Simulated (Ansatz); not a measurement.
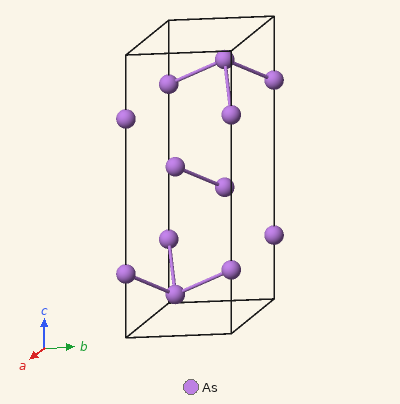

As, space group R-3m:H (No. 166), a = 3.807 Å, b = 3.807 Å, c = 10.886 Å, α = 90.00°, β = 90.00°, γ = 120.00°

```
site  Wyckoff       x       y       z
  As       6c  0.3333  0.6667  0.8926
```

Source: coordinates from a relaxation at fixed volume with DFT PBE, spin-orbit coupling, plane waves, PAW in Ansatz 0.2.0.

> Compute the Voronoi cell of each site (no radii): faces and volume.

```json
{"site": "As", "faces above 1 % of the sphere": "12", "volume (Å³)": "22.77", "solid angle by neighbour (%)": "As 100"}
```

Weighted by multiplicity the volumes add up to the cell volume, 136.6 Å³.

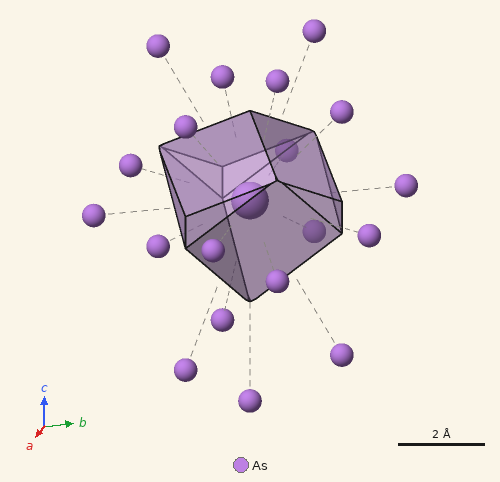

The computed Voronoi cell of As, with the neighbours that bound it.
